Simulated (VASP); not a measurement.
## Cu (Copper): accuracy against cost in the SCF threshold and smearing

A convergence test on Cu (Copper): the SCF threshold and smearing. The series runs use LDA. The SCF threshold tried: EDIFF = 0.01; EDIFF = 0.001; EDIFF = 1E-04; EDIFF = 1E-05; EDIFF = 1E-06; EDIFF = 1E-08. The smearing tried: ISMEAR = 0, SIGMA = 0.01; ISMEAR = 0, SIGMA = 0.05; ISMEAR = 0, SIGMA = 0.1; ISMEAR = 0, SIGMA = 0.2; ISMEAR = 0, SIGMA = 0.5; ISMEAR = 1, SIGMA = 0.01; ISMEAR = 1, SIGMA = 0.05; ISMEAR = 1, SIGMA = 0.1; ISMEAR = 1, SIGMA = 0.2; ISMEAR = 1, SIGMA = 0.5; ISMEAR = -5. The start is a cell from a database of measured crystal structures.

Program: VASP 6.6.1. Level of theory: LDA; plane waves and PAW (Cu). Results are calculated unless marked as measured.

### 1. The structure

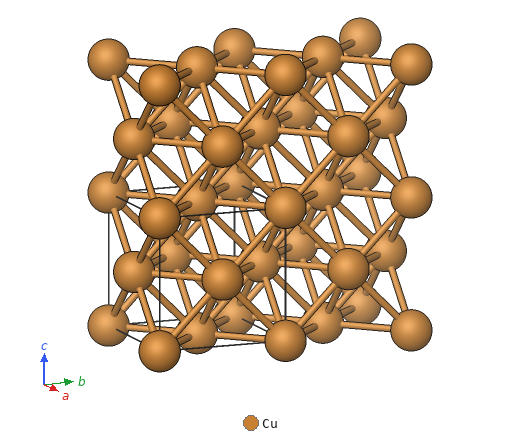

Start, viewed slightly off an axis; copper orange. 1×2×2 cells are drawn. This picture shows the conventional cell, with its axes. Some periodic images of atoms are drawn too.

### 2. SCF threshold: EDIFF = 0.01

EDIFF stops the electronic loop; forces need it tighter than energies do. LDA, the lowest rung, knows the local density alone.

INCAR reads:

```
SYSTEM = Cu
PREC = Accurate
ENCUT = 400
EDIFF = 0.01
NELM = 100
ISMEAR = -1
SIGMA = 0.05
LREAL = .FALSE.
ALGO = Normal
GGA = CA
NBANDS = 11
LORBIT = 11
LWAVE = .FALSE.
LCHARG = .FALSE.
KPAR = 2
ISIF = 2
```

POSCAR reads:

```
Cu
1.0
    0.0000000000      1.8075000000      1.8075000000
    1.8075000000      0.0000000000      1.8075000000
    1.8075000000      1.8075000000      0.0000000000
Cu
1
Direct
    0.0000000000      0.0000000000      0.0000000000
```

KPOINTS reads:

```
Automatic mesh
0
Gamma
11 11 11
0 0 0
```

PAW data sets: Cu (PBE family, release 64).

Started as:

```sh
mpirun -np 2 vasp_std
```

Log:

```text
[banner, memory and clock lines left out]
running    2 mpi-ranks, on    1 nodes
 distrk:  each k-point on    1 cores,    2 groups
 distr:  one band on    1 cores,    1 groups

 POSCAR found type information on POSCAR Cu
 POSCAR found :  1 types and       1 ions
|                                                                             |
|               ----> ADVICE to this user running VASP <----                  |
|                                                                             |
|     You enforced a specific xc type in the INCAR file but a different       |
|     [... a line on the potential file left out ...]
|     I HOPE YOU KNOW WHAT YOU ARE DOING!                                     |
|                                                                             |

 LDA part: xc-table for (Slater(with rela. corr.)+CA(PZ))
 , standard interpolation
 POSCAR, INCAR and KPOINTS ok, starting setup
 FFT: planning ... GRIDC
 FFT: planning ... GRID_SOFT
 FFT: planning ... GRID
 WAVECAR not read
 entering main loop
       N       E                     dE             d eps       ncg     rms          rms(c)
DAV:   1     0.333482390417E+02    0.33348E+02   -0.46931E+03  1378   0.136E+03
DAV:   2    -0.509815872394E+01   -0.38446E+02   -0.35625E+02  1259   0.179E+02
DAV:   3    -0.588983563066E+01   -0.79168E+00   -0.78874E+00  1402   0.323E+01
DAV:   4    -0.589461221573E+01   -0.47766E-02   -0.47761E-02  1365   0.214E+00
DAV:   5    -0.589465381687E+01   -0.41601E-04   -0.41600E-04  1008   0.226E-01    0.874E+00
DAV:   6    -0.523225799487E+01    0.66240E+00   -0.20655E+01  1409   0.911E+01    0.469E+00
DAV:   7    -0.471708298778E+01    0.51518E+00   -0.31894E+00  1418   0.357E+01    0.480E-01
DAV:   8    -0.470592749640E+01    0.11155E-01   -0.92835E-03   761   0.203E+00    0.379E-01
DAV:   9    -0.470334611530E+01    0.25814E-02   -0.15053E-02   640   0.226E+00
   1 F= -.47033461E+01 E0= -.47026129E+01  d E =-.146648E-02
```

The job ended after 4.6 s (2 MPI ranks of AMD EPYC 7R43, shared host; peak memory 0.16 GiB; 7.9 s of CPU time).

Lines that name or quote the potential files are left out of all logs, and their timing lines are given in words.

From OUTCAR (step 2):

```text
ion  position               nearest neighbor table
   1  0.000  0.000  0.000-

  LATTYP: Found a face centered cubic cell.
 ALAT       =     3.6150000000

 Subroutine GETGRP returns: Found 48 space group operations
 (whereof 48 operations were pure point group operations)

The static configuration has the point symmetry O_h .

 Found     56 irreducible k-points:

   k-points           NKPTS =     56   k-points in BZ     NKDIM =     56   number of bands    NBANDS=     11

   dimension x,y,z NGX =    18 NGY =   18 NGZ =   18
   dimension x,y,z NGXF=    36 NGYF=   36 NGZF=   36

   ENCUT  =  400.0 eV  29.40 Ry    5.42 a.u.   4.17  4.17  4.17*2*pi/ulx,y,z

   NELECT =      11.0000    total number of electrons

 k-points in reciprocal lattice and weights: Automatic mesh
   0.00000000  0.00000000  0.00000000       0.001
   0.09090909  0.00000000  0.00000000       0.006
   0.18181818  0.00000000  0.00000000       0.006
   0.27272727  0.00000000  0.00000000       0.006
   0.36363636  0.00000000  0.00000000       0.006
   0.45454545  0.00000000  0.00000000       0.006
   0.09090909  0.09090909  0.00000000       0.005
   0.18181818  0.09090909  0.00000000       0.018
   0.27272727  0.09090909  0.00000000       0.018
[...]
-0.36363636  0.45454545  0.18181818       0.018
  -0.27272727  0.45454545  0.18181818       0.018

 average (electrostatic) potential at core
       1 -63.4370

 E-fermi :   7.2389

 k-point     1 :       0.0000    0.0000    0.0000
  band No.  band energies     occupation
    ...
      2       4.0900      2.00000
      3       4.0900      2.00000
      4       4.0900      2.00000
      5       4.9288      2.00000
      6       4.9288      2.00000
      7      29.8665      0.00000
      8      32.3095      0.00000
      9      32.3095      0.00000
     10      32.3095      0.00000
     11      34.8389      0.00000

 k-point     2 :       0.0909    0.0000    0.0000
  band No.  band energies     occupation
    ...
      2       4.0276      2.00000
      3       4.1439      2.00000
      4       4.1439      2.00000
      5       4.9082      2.00000
      6       4.9082      2.00000
      7      27.6856      0.00000
      8      30.6051      0.00000
      9      31.5248      0.00000
     10      31.5249      0.00000
     11      36.0415      0.00000

 k-point     3 :       0.1818    0.0000    0.0000
  band No.  band energies     occupation
    ...
      2       3.8933      2.00000
      3       4.2416      2.00000
      4       4.2416      2.00000
      5       4.9095      2.00000
      6       4.9095      2.00000
      7      23.0003      0.00000
      8      30.1989      0.00000
      9      30.4766      0.00000
     10      30.4766      0.00000
     11      36.7668      0.00000

  Total       -0.7667888     -0.7667888     -0.7667888     -0.0000000     -0.0000000      0.0000000
  in kB     -104.0210959   -104.0210959   -104.0210959     -0.0000000     -0.0000000      0.0000000
  external PRESSURE =    -104.0210959 kB  Pullay stress =       0.0000000 kB

  energy-cutoff  :      400.00
  volume of cell :       11.81
      direct lattice vectors                 reciprocal lattice vectors
     0.000000000  1.807500000  1.807500000    -0.276625173  0.276625173  0.276625173
     1.807500000  0.000000000  1.807500000     0.276625173 -0.276625173  0.276625173
     1.807500000  1.807500000  0.000000000     0.276625173  0.276625173 -0.276625173

 POSITION                                       TOTAL-FORCE (eV/Angst)
 -----------------------------------------------------------------------------------
      0.00000      0.00000      0.00000         0.000000      0.000000      0.000000
 -----------------------------------------------------------------------------------
    total drift:                                0.000000     -0.000000      0.000000

  FREE ENERGIE OF THE ION-ELECTRON SYSTEM (eV)
  ---------------------------------------------------
  free  energy   TOTEN  =        -4.7033461153 eV

  energy  without entropy=       -4.7018796375  energy(sigma->0) =       -4.70261288

 total charge
# of ion       s       p       d       tot
------------------------------------------
    1        0.456   0.389   9.179  10.024

[... 3 further parts left out ...]
```

This run has no spin polarisation. Its electron count is odd, so without a moment it is a metal by construction. The k-mesh is coarse for a metal. The PAW data sets were made with PBE, though LDA sets exist; this is a small mismatch.

Numbers from this step:

* SCF cycles: 9
* electrons: 11
* bands: 11
* irreducible k-points: 56
* symmetry operations: 48
* free energy (TOTEN): -4.703 eV
* energy at zero smearing: -4.703 eV
* Fermi energy: 7.239 eV
* pressure: -10.40 GPa
* metallic: yes

The series starts at -4.7026 eV an atom and -10.40 GPa, after 9 cycles in 4.6 s.

### 3. SCF threshold: EDIFF = 0.001

Edit INCAR of step 2 so:

```diff
@@ -3,3 +3,3 @@
 ENCUT = 400
-EDIFF = 0.01
+EDIFF = 0.001
 NELM = 100
```

POSCAR is that of step 2.

KPOINTS is that of step 2.

Started as:

```sh
mpirun -np 2 vasp_std
```

Log:

```text
[banner, memory and clock lines left out]
running    2 mpi-ranks, on    1 nodes
[...]
[... a notice as in an earlier step ...]

 LDA part: xc-table for (Slater(with rela. corr.)+CA(PZ))
 , standard interpolation
 POSCAR, INCAR and KPOINTS ok, starting setup
[...]
entering main loop
       N       E                     dE             d eps       ncg     rms          rms(c)
[... 3 cycles as in an earlier step ...]
DAV:   4    -0.589461304884E+01   -0.47774E-02   -0.47769E-02  1373   0.214E+00
DAV:   5    -0.589465627028E+01   -0.43221E-04   -0.43221E-04  1160   0.223E-01    0.874E+00
DAV:   6    -0.523223866099E+01    0.66242E+00   -0.20655E+01  1409   0.911E+01    0.469E+00
DAV:   7    -0.471708283119E+01    0.51516E+00   -0.31894E+00  1418   0.357E+01    0.480E-01
DAV:   8    -0.470601535893E+01    0.11067E-01   -0.10163E-02  1456   0.203E+00    0.375E-01
DAV:   9    -0.470340415408E+01    0.26112E-02   -0.14028E-02  1178   0.211E+00    0.172E-02
DAV:  10    -0.470341203256E+01   -0.78785E-05   -0.31329E-05   655   0.103E-01
   1 F= -.47034120E+01 E0= -.47026772E+01  d E =-.146970E-02
```

Elapsed: 5.2 s, on 2 MPI ranks; peak memory 0.16 GiB; 9 s of CPU time.

Parts of OUTCAR (step 3):

```text
  Total       -0.9889366     -0.9889366     -0.9889366      0.0000000      0.0000000      0.0000000
  in kB     -134.1572395   -134.1572395   -134.1572395      0.0000000      0.0000000      0.0000000
  external PRESSURE =    -134.1572395 kB  Pullay stress =       0.0000000 kB

  FREE ENERGIE OF THE ION-ELECTRON SYSTEM (eV)
  ---------------------------------------------------
  free  energy   TOTEN  =        -4.7034120326 eV

  energy  without entropy=       -4.7019423362  energy(sigma->0) =       -4.70267718

[... 3 parts as in an earlier step ...]

[... 1 further part left out ...]
[key lines of the parts left out:]
E-fermi :   7.2410
```

Against the run before the energy moves by -0.06 meV an atom and the pressure by -3.01 GPa, after 10 cycles in 5.2 s.

### 4. SCF threshold: EDIFF = 1E-04

Edit INCAR of step 3 so:

```diff
@@ -3,3 +3,3 @@
 ENCUT = 400
-EDIFF = 0.001
+EDIFF = 1E-04
 NELM = 100
```

POSCAR is that of step 3.

KPOINTS is that of step 3.

Started as:

```sh
mpirun -np 2 vasp_std
```

Log:

```text
[... set-up lines as in an earlier step ...]
 entering main loop
       N       E                     dE             d eps       ncg     rms          rms(c)
[... 4 cycles as in an earlier step ...]
DAV:   5    -0.589466002485E+01   -0.46976E-04   -0.46976E-04  1416   0.223E-01    0.874E+00
DAV:   6    -0.523212248042E+01    0.66254E+00   -0.20651E+01  1409   0.910E+01    0.469E+00
DAV:   7    -0.471708244819E+01    0.51504E+00   -0.31889E+00  1418   0.357E+01    0.480E-01
DAV:   8    -0.470601326750E+01    0.11069E-01   -0.10142E-02  1474   0.203E+00    0.375E-01
DAV:   9    -0.470340416624E+01    0.26091E-02   -0.14009E-02  1430   0.211E+00    0.172E-02
DAV:  10    -0.470341203984E+01   -0.78736E-05   -0.31315E-05   753   0.103E-01
   1 F= -.47034120E+01 E0= -.47026772E+01  d E =-.146970E-02
```

Elapsed: 5.4 s, on 2 MPI ranks; peak memory 0.17 GiB; 9.7 s of CPU time.

From OUTCAR (step 4):

```text
  Total       -0.9888024     -0.9888024     -0.9888024      0.0000000     -0.0000000      0.0000000
  in kB     -134.1390416   -134.1390416   -134.1390416      0.0000000     -0.0000000      0.0000000
  external PRESSURE =    -134.1390416 kB  Pullay stress =       0.0000000 kB

 POSITION                                       TOTAL-FORCE (eV/Angst)
 -----------------------------------------------------------------------------------
      0.00000      0.00000      0.00000        -0.000000     -0.000000      0.000000
 -----------------------------------------------------------------------------------
    total drift:                                0.000000     -0.000000      0.000000

  FREE ENERGIE OF THE ION-ELECTRON SYSTEM (eV)
  ---------------------------------------------------
  free  energy   TOTEN  =        -4.7034120398 eV

  energy  without entropy=       -4.7019423428  energy(sigma->0) =       -4.70267719

[... 2 parts as in an earlier step ...]

[... 1 further part left out ...]
[key lines of the parts left out:]
E-fermi :   7.2410
```

Against the run before the energy stays within 0.01 meV an atom and the pressure within 0.01 GPa, after 10 cycles in 5.4 s.

### 5. SCF threshold: EDIFF = 1E-05

Edit INCAR of step 4 so:

```diff
@@ -3,3 +3,3 @@
 ENCUT = 400
-EDIFF = 1E-04
+EDIFF = 1E-05
 NELM = 100
```

POSCAR is that of step 4.

KPOINTS is that of step 4.

Started as:

```sh
mpirun -np 2 vasp_std
```

Log:

```text
[... set-up lines as in an earlier step ...]
 entering main loop
       N       E                     dE             d eps       ncg     rms          rms(c)
[... 4 cycles as in an earlier step ...]
DAV:   5    -0.589466005859E+01   -0.47010E-04   -0.47010E-04  1432   0.223E-01    0.874E+00
DAV:   6    -0.523212172046E+01    0.66254E+00   -0.20651E+01  1409   0.910E+01    0.469E+00
DAV:   7    -0.471708243408E+01    0.51504E+00   -0.31889E+00  1418   0.357E+01    0.480E-01
DAV:   8    -0.470601326105E+01    0.11069E-01   -0.10142E-02  1474   0.203E+00    0.375E-01
DAV:   9    -0.470340416660E+01    0.26091E-02   -0.14009E-02  1430   0.211E+00    0.172E-02
DAV:  10    -0.470341298156E+01   -0.88150E-05   -0.40737E-05  1496   0.103E-01
   1 F= -.47034130E+01 E0= -.47026781E+01  d E =-.146970E-02
```

The job ended after 5.4 s (2 MPI ranks; peak memory 0.15 GiB; 9.7 s of CPU time).

OUTCAR, selected parts (step 5):

```text
  Total       -0.9650641     -0.9650641     -0.9650641      0.0000000     -0.0000000      0.0000000
  in kB     -130.9187488   -130.9187488   -130.9187488      0.0000000     -0.0000000      0.0000000
  external PRESSURE =    -130.9187488 kB  Pullay stress =       0.0000000 kB

 POSITION                                       TOTAL-FORCE (eV/Angst)
 -----------------------------------------------------------------------------------
      0.00000      0.00000      0.00000         0.000000      0.000000      0.000000
 -----------------------------------------------------------------------------------
    total drift:                                0.000000      0.000000      0.000000

  FREE ENERGIE OF THE ION-ELECTRON SYSTEM (eV)
  ---------------------------------------------------
  free  energy   TOTEN  =        -4.7034129816 eV

  energy  without entropy=       -4.7019432854  energy(sigma->0) =       -4.70267813

[... 2 parts as in an earlier step ...]

[... 1 further part left out ...]
[key lines of the parts left out:]
E-fermi :   7.2410
```

Against the run before the energy stays within 0.01 meV an atom; the pressure moves by +0.32 GPa, after 10 cycles in 5.4 s.

### 6. SCF threshold: EDIFF = 1E-06

Edit INCAR of step 5 so:

```diff
@@ -3,3 +3,3 @@
 ENCUT = 400
-EDIFF = 1E-05
+EDIFF = 1E-06
 NELM = 100
```

POSCAR is that of step 5.

KPOINTS is that of step 5.

Started as:

```sh
mpirun -np 2 vasp_std
```

Log:

```text
[... set-up lines as in an earlier step ...]
 entering main loop
       N       E                     dE             d eps       ncg     rms          rms(c)
[... 9 cycles as in an earlier step ...]
DAV:  10    -0.470341302902E+01   -0.88624E-05   -0.41214E-05  1758   0.103E-01    0.479E-03
DAV:  11    -0.470341537869E+01   -0.23497E-05   -0.84278E-07   876   0.967E-03    0.672E-04
DAV:  12    -0.470341537923E+01   -0.53888E-09   -0.72804E-08   709   0.465E-03
   1 F= -.47034154E+01 E0= -.47026811E+01  d E =-.146849E-02
```

Run time: 6.2 s. Hardware: 2 MPI ranks; peak memory 0.17 GiB.

OUTCAR, selected parts (step 6):

```text
  Total       -0.9281932     -0.9281932     -0.9281932      0.0000000     -0.0000000      0.0000000
  in kB     -125.9169014   -125.9169014   -125.9169014      0.0000000     -0.0000000      0.0000000
  external PRESSURE =    -125.9169014 kB  Pullay stress =       0.0000000 kB

 POSITION                                       TOTAL-FORCE (eV/Angst)
 -----------------------------------------------------------------------------------
      0.00000      0.00000      0.00000        -0.000000      0.000000      0.000000
 -----------------------------------------------------------------------------------
    total drift:                                0.000000     -0.000000      0.000000

  FREE ENERGIE OF THE ION-ELECTRON SYSTEM (eV)
  ---------------------------------------------------
  free  energy   TOTEN  =        -4.7034153792 eV

  energy  without entropy=       -4.7019468884  energy(sigma->0) =       -4.70268113

[... 2 parts as in an earlier step ...]

[... 1 further part left out ...]
[key lines of the parts left out:]
E-fermi :   7.2411
```

Against the run before the energy stays within 0.01 meV an atom; the pressure moves by +0.50 GPa, after 12 cycles in 6.2 s.

### 7. SCF threshold: EDIFF = 1E-08

Edit INCAR of step 6 so:

```diff
@@ -3,3 +3,3 @@
 ENCUT = 400
-EDIFF = 1E-06
+EDIFF = 1E-08
 NELM = 100
```

POSCAR is that of step 6.

KPOINTS is that of step 6.

Started as:

```sh
mpirun -np 2 vasp_std
```

Log:

```text
[... set-up lines as in an earlier step ...]
 entering main loop
       N       E                     dE             d eps       ncg     rms          rms(c)
[... 10 cycles as in an earlier step ...]
DAV:  11    -0.470341538505E+01   -0.23560E-05   -0.89829E-07  1652   0.967E-03    0.677E-04
DAV:  12    -0.470341538054E+01    0.45056E-08   -0.25594E-08   986   0.307E-03
   1 F= -.47034154E+01 E0= -.47026811E+01  d E =-.146849E-02
```

The job ended after 6.4 s (2 MPI ranks; peak memory 0.16 GiB; 12 s of CPU time).

OUTCAR, selected parts (step 7):

```text
  Total       -0.9274969     -0.9274969     -0.9274969     -0.0000000      0.0000000      0.0000000
  in kB     -125.8224534   -125.8224534   -125.8224534     -0.0000000      0.0000000      0.0000000
  external PRESSURE =    -125.8224534 kB  Pullay stress =       0.0000000 kB

 POSITION                                       TOTAL-FORCE (eV/Angst)
 -----------------------------------------------------------------------------------
      0.00000      0.00000      0.00000         0.000000     -0.000000     -0.000000
 -----------------------------------------------------------------------------------
    total drift:                                0.000000     -0.000000      0.000000

  FREE ENERGIE OF THE ION-ELECTRON SYSTEM (eV)
  ---------------------------------------------------
  free  energy   TOTEN  =        -4.7034153805 eV

  energy  without entropy=       -4.7019468924  energy(sigma->0) =       -4.70268114

[... 2 parts as in an earlier step ...]

[... 1 further part left out ...]
[key lines of the parts left out:]
E-fermi :   7.2411
```

Against the run before the energy stays within 0.01 meV an atom; the pressure moves by +0.01 GPa, after 12 cycles in 6.4 s.

### 8. The SCF threshold series as a table

This step: convergence of LDA results with the threshold; plane waves and PAW (VASP 6.6.1).

No new run; the numbers come from the runs before.

Differences are taken from the run with EDIFF = 1E-08. Results of the series, by row:

```tsv
setting	status	energy less the reference (meV/atom)	pressure (GPa)	SCF cycles	wall time (s)
EDIFF = 0.01	converged	0.06826	-10.4	9	4.6
EDIFF = 0.001	converged	0.00396	-13.42	10	5.2
EDIFF = 1E-04	converged	0.00395	-13.41	10	5.4
EDIFF = 1E-05	converged	0.00301	-13.09	10	5.4
EDIFF = 1E-06	converged	1.00e-5	-12.59	12	6.2
EDIFF = 1E-08	converged	0	-12.58	12	6.4
```

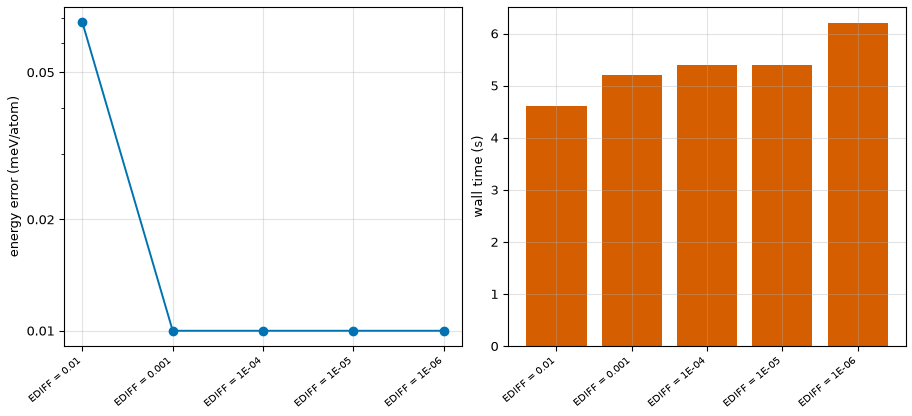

The energy error in size, against the reference run (errors under 0.01 are drawn at 0.01), and the wall time by setting.

(Continued in part 2 of 3.)

[Lines on the potential files, build, host, timing and source positions are cut from VASP's logs without a mark.]

[Logs are printed without paths, hosts, clocks, repeated set-up lines and the standing remarks that a program may print on its own settings, such as how far it seeks lower states.]

[Hosts, paths, dates, database ids (printed as entryN), source tags and the programs' standing remarks are cut or masked in the printed files.]

[A measured line is paired with the nearest computed mode of its activity, which favours agreement.]
